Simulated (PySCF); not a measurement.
Input file:

```
{"job": {"kind": "nmr", "xc": "PBE0", "basis": "pcSseg-1"}, "charge": 0, "multiplicity": 1}
Si    -0.018321    -0.061698     2.274229
Si     0.377586    -0.022700    -0.035470
Si    -0.004651     2.094074    -0.966280
Si    -1.298244    -1.401496    -0.961482
B      2.050126    -0.933001    -0.629385
H     -1.380986     0.480478     2.568807
H      0.061571    -1.468617     2.776061
H      0.990100     0.766987     3.005307
H     -1.356189     2.593245    -0.563831
H      1.021764     3.080213    -0.506141
H      0.052286     2.002844    -2.458460
H     -1.191672    -2.795048    -0.430095
H     -1.189084    -1.439552    -2.452185
H     -2.634018    -0.841525    -0.587770
H      2.557706    -0.663621    -1.692502
H      2.537493    -1.818118     0.033859
```

Command:

```sh
OMP_NUM_THREADS=1 python cluster_run.py task.json out
```

Geometry: PBE0-D3(BJ)/def2-SVP.

Theory: PBE0/pcSseg-1, SCF density, gas phase, non-relativistic (PySCF).

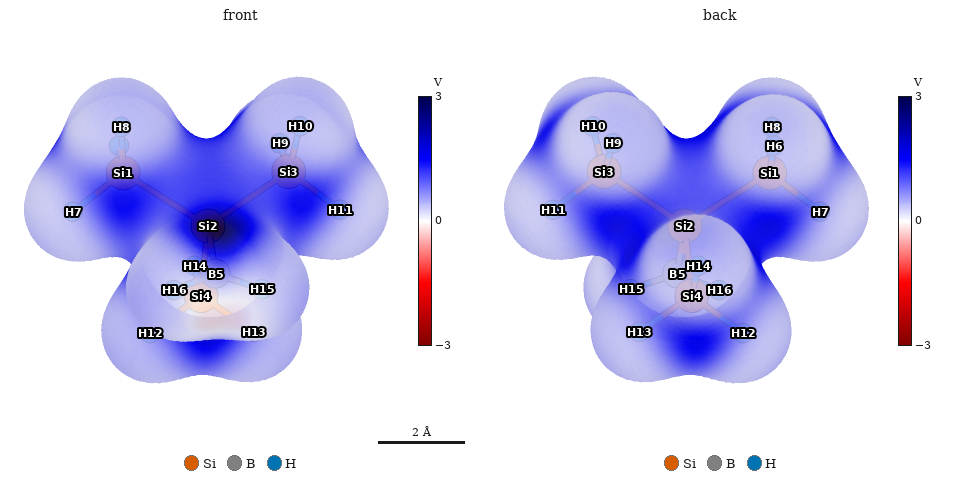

BH11Si4 (SMILES B[Si]([SiH3])([SiH3])[SiH3]). The electrostatic potential painted on the density surface at 0.004 e/bohr³, seen from the front and from behind; the colour scale runs from red (negative) to blue (positive).

**Describe the electrostatic potential map.**

The most negative region (about −0.1 V) lies over H15, the most positive (about +2.8 V, or +65 kcal/mol for a unit charge) over B5.

**How polar is the molecule by this calculation?**

Its dipole moment is 0.23 D.
